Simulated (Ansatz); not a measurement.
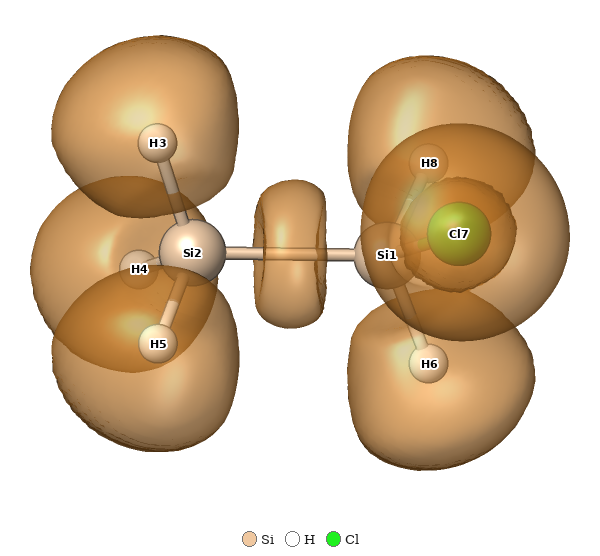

Figure. ClH$_{5}$Si$_{2}$. Isosurface of the ELF at 0.75 (orange), seen from one side. Core shells and regions of very low density are left out.

Method: RKS B3LYP-D4/def2-SVPD in Ansatz.

```xyz
8

Si    0.4035   -0.0046   -0.0523
Si    1.0201    0.0011    2.2153
H    -0.1903   -0.1956    3.0603
H     1.9866   -1.1065    2.4708
H     1.6611    1.3026    2.5516
H     1.5644    0.2103   -0.9586
Cl   -0.9360    1.5932   -0.3682
H    -0.3026   -1.2537   -0.4481
```

### Identify the bonds, lone pairs and shells in this picture.

At this value the surface marks out one region between bonded Si–Si atoms (shared pairs), five regions around hydrogen nuclei and one region on Cl in which the atom's valence shell and bonds are merged. Profiles from the grid: Si–Cl (2.11 Å): the ELF peaks at about 0.90 between the atoms: a shared but strongly polarised pair. Si–Si (2.35 Å): the ELF peaks at about 1 between the atoms: a shared electron pair.
